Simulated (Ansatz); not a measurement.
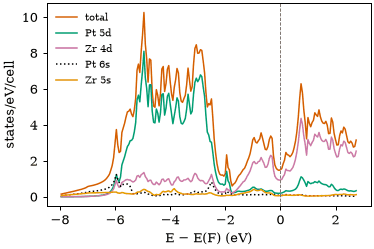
Figure: Total and projected density of states of ZrPt in space group Cmcm (No. 63; Zr on 4c, Pt on 4c), DFT-PBEsol in the program Ansatz with PAW potentials

**Question.** Which orbitals carry the states next to the Fermi level?

**Answer.** Within 0.5 eV of the Fermi level: Zr 4d 65 %, Pt 5d 13 %, outside the projected shells 12 %. Projections are on Löwdin-orthogonalised atomic valence shells; empty p or d shells of many metals are not among them.

**Question.** Where is the tallest occupied peak in this window, and what makes it?

**Answer.** Near -4.9 eV, about 10 states/eV per cell; the largest projected share is Pt 5d.

The first step of the workflow began from a Materials Project structure, measured or hypothetical; the Crystallography Open Database copy checked does not list it. COD files the formula under space group No. 221, so this cell is another polymorph or a model. Its standing as an ambient phase is unchecked. Symmetry was held in the PBEsol relaxation; of distortions, only those at the zone centre were tested. No spin polarisation was allowed. Scalar-relativistic: spin–orbit coupling is off unless named, which matters more the heavier the elements.

Potentials: the later of the program's two PAW sets.
